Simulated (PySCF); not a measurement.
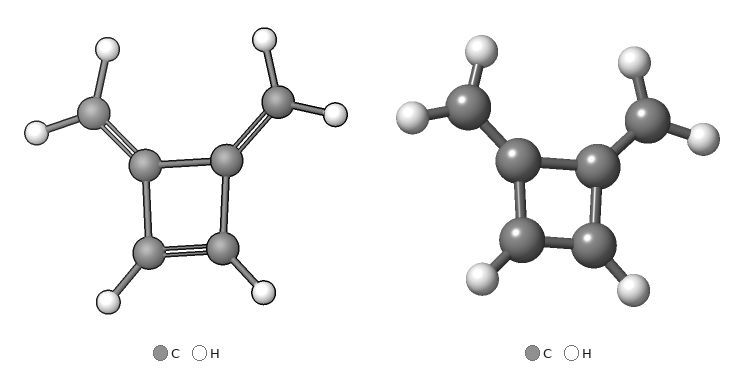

The same structure drawn twice, from different directions.

The geometry was computed by an optimisation with PBE0-D3(BJ)/def2-SVP. No frequency run is at hand to confirm it as a minimum.

**Count the atoms of each element.**

C6H6, 12 atoms: 6 carbon and 6 hydrogen.

**Does it have rings?**

Independent rings (smallest set): 1 of 4 members.

**Give a SMILES string for it.**

C=C1C=CC1=C

More results for the same structure follow; atom numbers are the same in all pictures, views and colours differ.

## Geometry

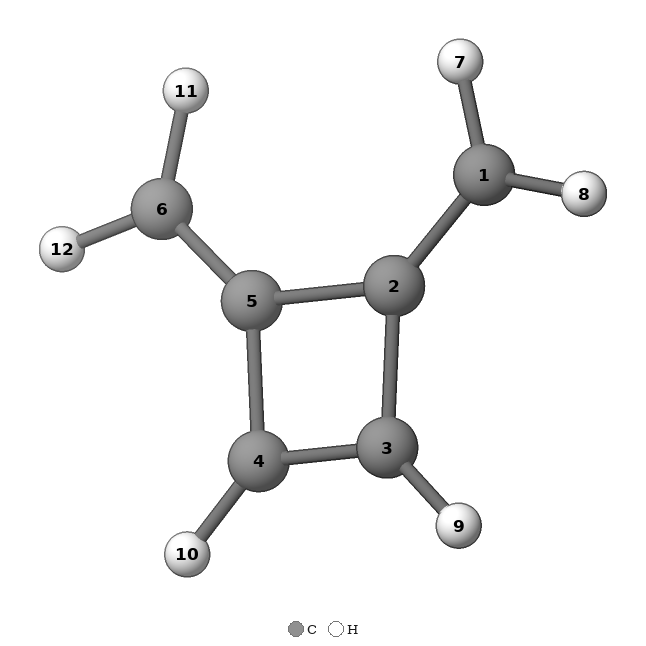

Atoms carry their numbers in the input. No frequency run is at hand to confirm it as a minimum.

Which atoms are bonded, and how long are the bonds?

| bond | length (Å) | order |
| --- | --- | --- |
| C1–C2 | 1.333 | double |
| C1–H7 | 1.093 | single |
| C1–H8 | 1.093 | single |
| C2–C3 | 1.478 | single |
| C2–C5 | 1.507 | single |
| C3–C4 | 1.362 | double |
| C3–H9 | 1.091 | single |
| C4–C5 | 1.478 | single |
| C4–H10 | 1.091 | single |
| C5–C6 | 1.333 | double |
| C6–H11 | 1.093 | single |
| C6–H12 | 1.093 | single |

## Excitation

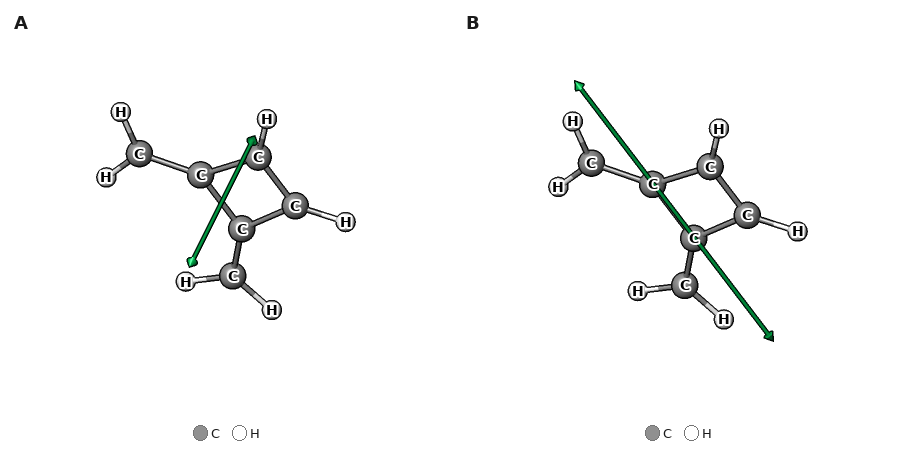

The double arrows show the directions of two transition dipoles from the ground state (lengths mean nothing). No frequency run is at hand to confirm it as a minimum. Properties computed with TDDFT ωB97X-D/def2-SVPD, vertical, gas phase, core orbitals frozen in the response (PySCF 2.14.0).

**One belongs to singlet state 1 and one to singlet state 9. Which is which?**

A: state 9, 7.52 eV (165 nm), oscillator strength 0.023, mainly HOMO−2 → LUMO+1 (weight 0.59); polarised normal to the molecular plane.
B: state 1, 5.08 eV (244 nm), oscillator strength 0.11, mainly HOMO → LUMO (weight 0.91).

## Core levels

No frequency run is at hand to confirm it as a minimum. Level of theory: delta-SCF UKS SCAN, pcX-2 on the ionised atom, pcseg-1 elsewhere, spin-free X2C (PySCF 2.14.0).

Give the core-electron binding energies (to vacuum) of C1 1s, C2 1s, C3 1s.

```
atom  level  binding energy (eV)
  C1     1s                289.9
  C2     1s                290.7
  C3     1s                290.4
```

## Ring current

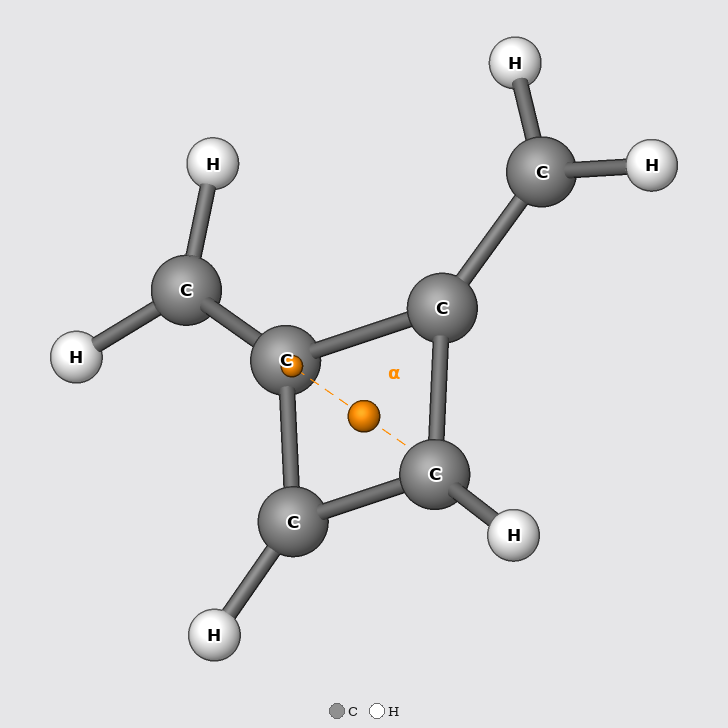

The small points mark where nucleus-independent chemical shifts (NICS) were computed: at the centre of each lettered ring and 1 Å above and below it. No frequency run is at hand to confirm it as a minimum. Method: GIAO PBE0/pcSseg-1 NMR shielding, non-relativistic, gas phase (PySCF 2.14.0).

Give NICS(0), NICS(1) and the out-of-plane component NICS(1)zz for each ring (means of the two sides).

```
ring  members  NICS(0)  NICS(1)  NICS(1)zz
   α       C4      5.4     −2.5        3.0
```

Values in ppm.
